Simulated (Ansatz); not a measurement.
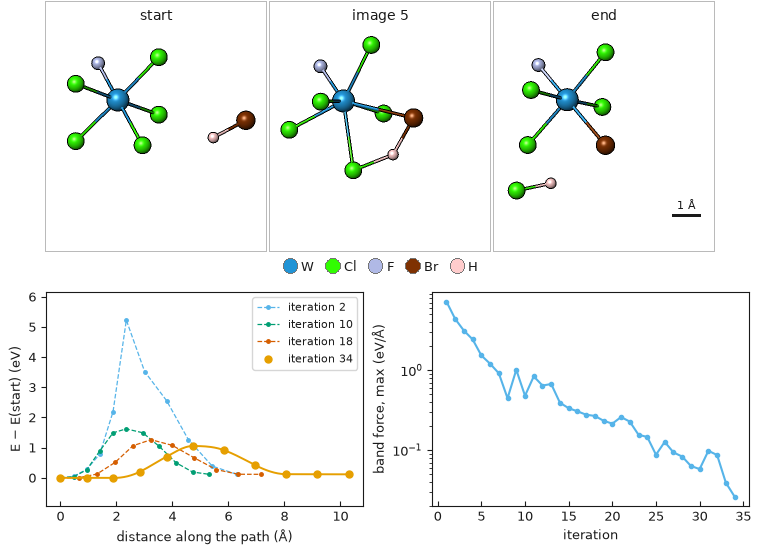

A nudged-elastic-band calculation for WHBrCl5F, made up at the start of WCl5F and HBr. Images are numbered from 0 (start) to 10 (end). The plot follows the band through its iterations. The picture is a ball-and-stick view, seen from a free direction.

Level of theory: RKS PBE/def2-SVP in Ansatz 0.2.0. Settings: 9 movable images; climbing image; force threshold 0.03 eV/Å; iteration limit 48; starting path through a guess of the saddle point.

**Did the band converge, and can the barrier be trusted?**

The result is final at these settings. The band converged in 34 iterations. The largest component of the band force went from 7.3 to 0.026 eV/Å. The climbing image converged on the top of the path. Its vibrational analysis gives one imaginary mode (90i cm⁻¹), as a transition state must have. The first iteration put the highest image at 7.80 eV. The highest point, image 5, lies 1.06 eV above the start and 0.94 eV above the end; the end is at +0.12 eV relative to the start.

Limits of the set-up: the start holds two separate molecules, 2.6 Å apart at their closest, whose relative position is a soft coordinate and is computed without a dispersion correction.
